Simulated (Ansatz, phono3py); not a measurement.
# NaCl (Fm-3m): lattice thermal conductivity, part 3 of 3

How well does the lattice of NaCl conduct heat?

Experimental results on record:
- thermal conductivity 7.1 W/m/K near room temperature (given in “Combining the AFLOW GIBBS and Elastic Libraries to efficiently and robustly screen thermo-mechanical properties of solids”, 2017, arXiv:1611.05714)
- thermal conductivity 7.1 W/m/K near room temperature (given in “Predicting the lattice thermal conductivity of solids by solving the Boltzmann transport equation: AFLOW - AAPL an automated, accurate and efficient framework”, 2017, arXiv:1611.05481)

Ansatz 0.2.0; DFT PBEsol, scalar-relativistic, plane waves, PAW; PAW set soft_1.

So far. Step 2 (A first coarse run): The start is under -0.24 GPa at this level and looks like an insulator or semiconductor on this mesh. Step 4 (Relaxing to small residual forces and stress): The residual pressure is 0.0018 GPa, small enough for phonons. The relaxed cell has a = 5.602 Å (conventional setting).

The database entry behind the starting cell differs from later determinations by our own check (an axis about 0.4 % short against later determinations), so it need not match the best structure at ambient conditions.

### 5. Third-order constants and the Boltzmann equation (continued)

Relaxation-time solution. Table of share of κ carried by shorter paths by mean free path:

```tsv
mean free path (nm)	100 K	300 K	800 K
0.316	0	0	0.002
0.464	0	0	0.008
0.681	0	0.001	0.021
1	0	0.004	0.044
1.47	0	0.012	0.117
2.15	0.001	0.029	0.208
3.16	0.003	0.066	0.316
4.64	0.01	0.15	0.474
6.81	0.022	0.249	0.641
10	0.052	0.371	0.813
14.7	0.104	0.554	0.874
21.5	0.189	0.713	0.895
31.6	0.314	0.857	0.917
46.4	0.51	0.879	0.921
68.1	0.659	0.895	0.937
100	0.777	0.912	0.954
147	0.838	0.927	0.971
215	0.858	0.947	1
316	0.888	0.97	1
464	0.894	0.97	1
681	0.914	1	1
1000	0.94	1	1
1470	0.962	1	1
2150	1	1	1
```

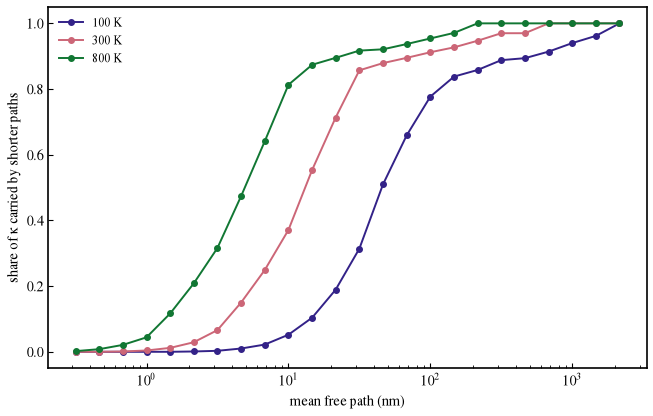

Share of κ carried by shorter paths against mean free path.

300 K; a sample spread over frequency. Mode lifetimes, by row, the first 40 of 90 rows:

```tsv
q1	q2	q3	branch	frequency (THz)	rms speed (km/s)	three-phonon rate (1/ps)	isotope rate (1/ps)	lifetime (ps)	mean free path (nm)
0	0.0526	0.0526	1	0.434	2.28	0.00427	9.26e-7	234	535
0.0526	0.1053	0.1579	1	0.968	2.26	0.0172	4.34e-5	58	131
0	0	0.1579	2	1.381	2.91	0.526	2.06e-4	1.9	5.53
0.0526	0.1579	0.2632	1	1.629	2.11	0.102	4.10e-4	9.76	20.6
0	0.1579	-0.1579	1	1.843	2.22	0.0591	7.07e-4	16.7	37.2
0	0.0526	0.2632	1	1.99	2.43	0.633	0.00111	1.58	3.83
0.0526	0.2105	-0.1579	1	2.133	2.12	0.0679	0.00145	14.4	30.5
0.0526	0.1579	-0.2105	1	2.224	2.18	0.198	0.00189	4.99	10.9
0	0.3684	0.4211	1	2.352	0.7	0.0943	0.00251	10.3	7.26
0	0.2105	-0.2105	1	2.414	2.07	0.0653	0.00313	14.6	30.2
0	0.4737	-0.4737	1	2.46	0.36	0.0936	0.00371	10.3	3.74
0	0.2105	0.4211	1	2.532	1.63	0.258	0.00454	3.81	6.22
0.1053	0.2105	0.3684	2	2.613	2.83	0.524	0.00534	1.89	5.34
0	0.1579	0.4211	1	2.67	1.82	0.309	0.00557	3.18	5.78
0	0	0.2105	3	2.739	3.91	0.0815	0.0062	11.4	44.6
0	0.2105	0.4737	1	2.792	1.61	0.281	0.00645	3.48	5.62
0	0.2632	0.4211	2	2.849	2.88	0.182	0.00644	5.32	15.3
0	0	0.3684	1	2.936	2.26	0.425	0.00891	2.3	5.21
0.1579	0.3684	-0.4211	1	2.987	1.62	0.0867	0.00734	10.6	17.2
0	0.2105	-0.4737	1	3.038	1.54	0.298	0.00937	3.25	5
0	0.2632	-0.4211	1	3.1	1.41	0.277	0.0102	3.48	4.92
0.0526	0.3158	-0.3684	1	3.154	1.43	0.268	0.011	3.58	5.12
0	0.0526	0.2632	3	3.225	3.63	0.136	0.0133	6.68	24.2
0	0.1579	-0.1579	3	3.275	3.33	0.196	0.0174	4.68	15.6
0	0.1053	-0.4211	1	3.317	1.66	0.33	0.0168	2.88	4.77
0	0.1053	-0.2105	3	3.357	3.37	0.163	0.0119	5.72	19.3
0	0	0.4737	1	3.42	0.85	0.341	0.0162	2.8	2.38
0.0526	0.2105	0.4737	2	3.464	2.61	0.3	0.0199	3.12	8.15
0.0526	0.2632	-0.2632	2	3.51	0.67	0.331	0.0375	2.71	1.81
0.0526	0.3684	-0.3158	2	3.542	1.29	0.0513	0.0172	14.6	18.8
0.0526	0.3158	-0.3684	2	3.597	1.42	0.116	0.0138	7.68	10.9
0	0.2632	-0.4211	2	3.676	1.52	0.177	0.0098	5.35	8.12
0.0526	0.2105	-0.1579	3	3.756	2.91	0.232	0.00711	4.19	12.2
0.1053	0.3158	-0.4211	3	3.833	0.51	0.292	0.00269	3.39	1.72
0.1053	0.2105	0.3684	3	3.928	2.76	0.275	0.0156	3.44	9.5
0.0526	0.2632	-0.4737	3	3.981	1.64	0.253	0.0148	3.74	6.13
0.1579	0.3684	-0.2632	3	4.042	1.78	0.321	0.0202	2.93	5.21
0.0526	0.3158	-0.4737	3	4.08	1.62	0.185	0.0199	4.87	7.89
0.0526	0.2105	0.4737	3	4.105	1.35	0.281	0.0217	3.3	4.44
0	0.1053	0.3684	3	4.125	1.62	0.241	0.0273	3.73	6.03
```

Without the LO-TO term. Gamma linewidths, by row:

```tsv
branch	frequency (cm⁻¹)	three-phonon rate (1/ps)	isotope rate (1/ps)	FWHM (cm⁻¹)
4	166.3	0.404	0.0198	2.25
5	166.3	0.404	0.0198	2.25
6	166.3	0.404	0.0198	2.25
```

W/m/K, third of the trace; RTA populations with a boundary rate v/L added to each mode (Matthiessen's rule). Kappa by grain size, by row:

```tsv
T (K)	bulk	10 nm	30 nm	100 nm	300 nm	1000 nm	10000 nm	100000 nm
100	20.98	4.281	8.212	13.07	16.51	18.83	20.64	20.95
300	7.448	3.259	4.851	6.135	6.809	7.193	7.417	7.445
600	3.81	2.199	2.907	3.386	3.619	3.74	3.802	3.809
```

W/m/K, third of the trace; RTA populations with the isotope rates scaled. Kappa by mass disorder, by row:

```tsv
T (K)	no isotopes	as typed	variance x 3	variance x 10	variance x 30
100	24.19	20.98	17.55	12.72	8.664
300	7.832	7.448	6.861	5.642	4.182
600	3.909	3.81	3.638	3.208	2.56
```

At 300 K the relaxation-time value is 7.56 W/(m K).

### 6. Outcome

```yaml
highest_frequency: 254.9 cm⁻¹
debye_temperature_from_the_second_moment: 276 K
kappa_at_300_k_relaxation_time: 7.559 W/m/K
kappa_at_300_k_full_solution: 8.923 W/m/K
mean_free_path_at_half_of_kappa: 13.1 nm
share_of_kappa_above_the_three_lowest_branches: 0.115
```

**Reading.** The lattice of NaCl conducts 8.92 W/(m K) at 300 K by PBEsol (mean over directions, full solution). The full solution lies +18 % from the relaxation-time value at 300 K, a sign that momentum-conserving scattering matters. Above 300 K the relaxation-time κ falls as T^-0.92, near the 1/T law of three-phonon scattering. Grains of 100 nm would keep 82 % of the bulk value at 300 K, and grains of 1 µm 97 %. Removing the natural isotope disorder raises κ at 300 K by 5 %. A measured thermal conductivity near room temperature is 7.1 W/m/K (arXiv:1611.05714); the calculated 8.92 W/m/K differs by +26 %. Four-phonon, defect and boundary scattering, which are left out, would lower the calculated value; thermal expansion is left out too. The sum rules changed one orbit of cubic constants by up to 16 %; by the manual a large change points to a short cutoff or, on a small and distant orbit, to noisy forces. The conductivities include the coherence part between close branches; the shares for grains, isotopes, branches and paths are of the relaxation-time populations alone. Cubic couplings among atoms farther apart than the pair cutoff are dropped, and neither the cutoff nor the q-mesh was shown to be converged here. The PAW files were made for PBE and are used here under another functional, for which the program regenerates the frozen cores.

[Logs are printed without paths, hosts, clocks, repeated set-up lines and the standing remarks that a program may print on its own settings, such as how far it seeks lower states.]

[Hosts, paths, dates, database ids (printed as entryN), source tags and the programs' standing remarks are cut or masked in the printed files.]

[A step with changed settings may run another functional than the one named; its input shows which.]
